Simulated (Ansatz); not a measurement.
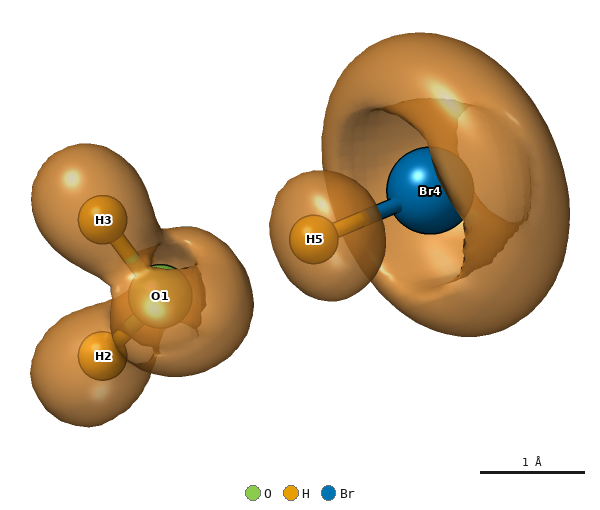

Figure 1: H₂O···HBr (SMILES O.Br). Isosurface of the ELF at 0.8 (orange), seen at a tilt. Only the valence region is drawn (cores and ρ < 0.01 e/Å³ removed).

Geometry: PBE0-D4/def2-TZVP.

Level of theory: RKS PBE0-D4/def2-TZVPPD in Ansatz 0.2.0.

```xyz
5

O     0.4229    0.2930   -0.7348
H    -0.2583    0.7189   -1.2622
H     0.6694   -0.5022   -1.2150
Br   -0.6783   -0.4280    2.2587
H    -0.1557   -0.0814    0.9534
```

> Describe the localisation domains.

At this value the surface marks out one region around a hydrogen nucleus, one ring or bowl of non-bonding electrons around Br and one joined region spread over several atoms (H, O), in which their bonds and any lone pairs are merged. Profiles from the grid: O1···H5 (1.82 Å): the ELF dips to about 0.15 between them. O–H (0.96 Å): the ELF climbs to about 1 towards the hydrogen, as it does in any bond to H (an ordinary covalent bond to hydrogen).
